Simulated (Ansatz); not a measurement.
The starting structures come from a database of crystals and need not be the phases stable at ambient conditions.

 Where the default PAW files enter, the runs use the earlier of Ansatz's two default sets.

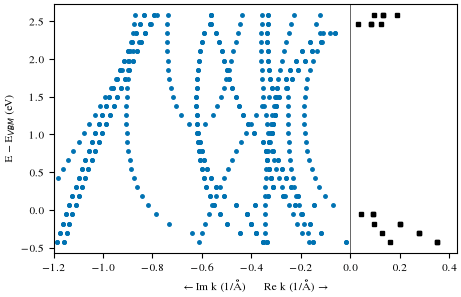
Complex bands at the centre of the two-dimensional zone; PBEsol (Ansatz, an electronic-structure program)

The gap is the functional's own. No spin-orbit coupling. Mid-gap values are interpolated on the energy grid.

Q: This is Al2ZnS4 (Fd-3m, spinel, not sure to be the ambient phase, 14 atoms a cell, 17.9 Å³ an atom) along the normal of (001). Read off the slowest decay at the centre of the two-dimensional zone at 1.14 eV, the computed energy nearest the middle of the gap.

A: κ ≈ 0.19 1/Å, a decay length 1/(2κ) of the density of 2.7 Å.
